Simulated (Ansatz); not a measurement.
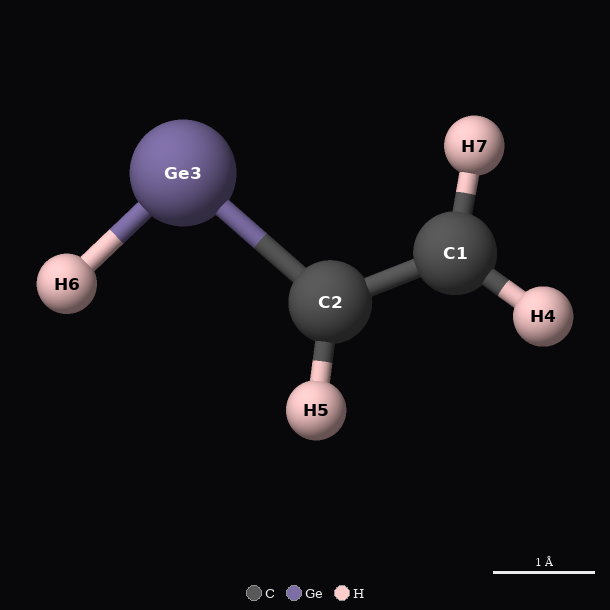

The computed structure is the end point of a PBE0-D4/def2-TZVP optimisation. No frequency run is at hand to confirm it as a minimum.

How are the neighbours of atom 3 arranged?

Ge3 has 2 neighbours (C2 at 1.97, H6 at 1.60 Å); the arrangement is bent.

How are the neighbours of atom 1 arranged?

C1 has 3 neighbours (C2 at 1.34, H4 at 1.09, H7 at 1.09 Å); the arrangement is trigonal planar.

What is the geometry at C2?

C2 has 3 neighbours (C1 at 1.34, Ge3 at 1.97, H5 at 1.09 Å); the arrangement is trigonal planar.
